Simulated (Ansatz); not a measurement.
Abstraction of Cl: C2H5ClSi2 + C2H3O → C2H5Si2 + C2H3ClO

Species: C2H5ClSi2 `[SiH3]C#C[SiH2]Cl`, singlet; C2H3O (acetyl radical) `C[C]=O`, doublet; C2H5Si2 `[SiH2]C#C[SiH3]`, doublet; C2H3ClO (acetyl chloride) `CC(=O)Cl`, singlet. A radical takes Cl: the energy is the difference in strength between the Si–Cl bond broken and the C–Cl bond made.

Shapes, held fixed at every level: PBE0-D4/def2-TZVP. Programs: Ansatz 0.2.0. Electronic energies: no zero-point or thermal term.

```json
{"level": "HF/def2-SVP", "kind": "Hartree–Fock", "ΔE (kJ/mol)": "+112.2", "CPU time (sum over the molecules)": "–"}
{"level": "SPW92/def2-TZVPP", "kind": "LDA", "ΔE (kJ/mol)": "+57.8", "CPU time (sum over the molecules)": "14 s"}
{"level": "PBE-D4/def2-TZVPP", "kind": "GGA", "ΔE (kJ/mol)": "+71.0", "CPU time (sum over the molecules)": "26 s"}
{"level": "B3LYP-D4/def2-TZVPP", "kind": "global hybrid", "ΔE (kJ/mol)": "+93.1", "CPU time (sum over the molecules)": "46 s"}
{"level": "BHLYP-D4/def2-TZVPP", "kind": "global hybrid", "ΔE (kJ/mol)": "+109.4", "CPU time (sum over the molecules)": "40 s"}
{"level": "r2SCAN0-D4/def2-TZVPP", "kind": "global hybrid", "ΔE (kJ/mol)": "+91.3", "CPU time (sum over the molecules)": "56 s"}
{"level": "B2PLYP/def2-TZVPP", "kind": "double hybrid", "ΔE (kJ/mol)": "+101.1", "CPU time (sum over the molecules)": "58 s"}
```

B2PLYP/def2-TZVPP gives ΔE = +101.1 kJ/mol; the levels span +57.8 to +112.2. The median of the levels is +93.1. No measured value is set beside it here. Spin contamination: C2H5Si2 (⟨S²⟩ up to 0.88). Open shells run unrestricted unless RO is named. Times are processor times on shared x86 and Arm servers, and rough.

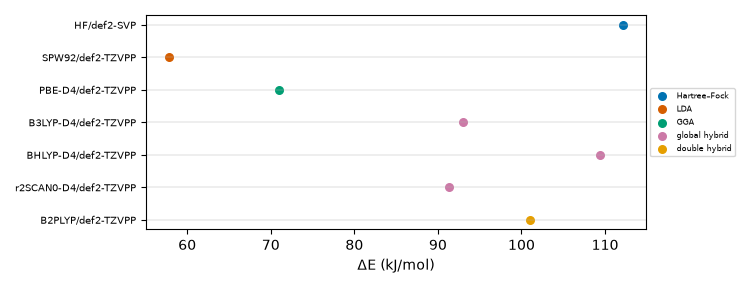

The values of the table, level by level.
